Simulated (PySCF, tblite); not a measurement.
# C4H4B2Cl4: geometry, infrared bands and NMR shifts

Aim: predict the infrared bands and NMR shifts of C4H4B2Cl4 (`CC1=CC1(B(Cl)Cl)B(Cl)Cl`).

The runs use tblite 0.8.0 and PySCF 2.14.0, with density-fitted response routines of our own; the level of theory stands in each step. All values are computed, except where a source is named. Atoms count from 0, in the outputs and in this text.

## Step 1: Starting geometry

14 atoms, charge 0, multiplicity 1; geometry from: force field or distance geometry start.

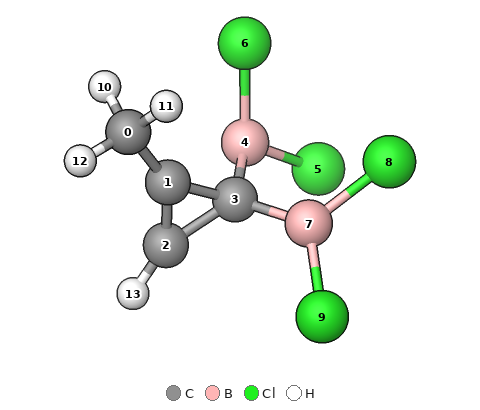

The starting geometry (carbon grey, boron pink, chlorine green, hydrogen white), atoms numbered.

## Step 2: Geometry optimisation with GFN2-xTB

Job settings and geometry (Å):

```
{"job": {"kind": "relax", "xc": "GFN2-xTB", "basis": "xTB"}, "charge": 0, "multiplicity": 1}
C      2.066100     0.265200    -0.608500
C      0.878300    -0.253300     0.122500
C      0.412400    -1.081400     1.068500
C     -0.589000    -0.233300     0.346600
B     -1.068500     1.145100     1.004600
Cl    -2.828500     1.140200     1.561000
Cl    -0.511400     2.643900     0.030600
B     -1.584900    -0.813100    -0.677200
Cl    -2.746500     0.336500    -1.519000
Cl    -1.815700    -2.618800    -0.899500
H      2.337800     1.227800    -0.126400
H      1.835600     0.485700    -1.664100
H      2.937500    -0.409300    -0.468600
H      0.676100    -1.835600     1.807300
```

The run is started by

```
$ OMP_NUM_THREADS=1 python probes_run.py task.json out
```

This one command runs all jobs of the session in turn.

**Question.** This job is followed by: GFN2-xTB harmonic vibrations, gas phase; GIAO PBE0/pcSseg-1 NMR shielding, non-relativistic, gas phase. Predict these results of the whole session: strongest single infrared mode (GFN2-xTB); zero-point energy (GFN2-xTB); 13C shifts against TMS (PBE0/pcSseg-1); 1H shifts against TMS (PBE0/pcSseg-1, means over atoms taken as alike); 11B shifts against BF3·OEt2 (PBE0/pcSseg-1, means over atoms taken as alike); 35Cl shifts against HCl (PBE0/pcSseg-1, means over atoms taken as alike).

The runs gave:

```
                                                                    quantity                         value
                                   strongest single infrared mode (GFN2-xTB)         1121 cm⁻¹, 388 km/mol
                                                zero-point energy (GFN2-xTB)                 46.7 kcal/mol
                                      13C shifts against TMS (PBE0/pcSseg-1)  120.2, 102.5, 36.6, 13.2 ppm
      1H shifts against TMS (PBE0/pcSseg-1, means over atoms taken as alike)                5.66, 2.36 ppm
11B shifts against BF3·OEt2 (PBE0/pcSseg-1, means over atoms taken as alike)                      59.0 ppm
    35Cl shifts against HCl (PBE0/pcSseg-1, means over atoms taken as alike)                       274 ppm
```

The optimisation took 110 steps and gained 1.541 eV; among the close pairs (by a distance rule), B4–Cl6 changed most, from 1.872 to 1.734 Å. All 36 modes are real, so the xTB geometry is a minimum. The strongest single mode, at 1121 cm⁻¹, moves mainly C3. GFN2-xTB is a fitted tight-binding method: band positions and strengths are rough. Its intensities can rank the bands wrongly. The most deshielded hydrogen is H13 (hydrogen on an alkene CH), at 5.66 ppm: olefinic region. At PBE0/pcSseg-1: The largest span, 522 ppm, is at Cl5, Cl6, Cl8, Cl9, where the paramagnetic term is -471 ppm.
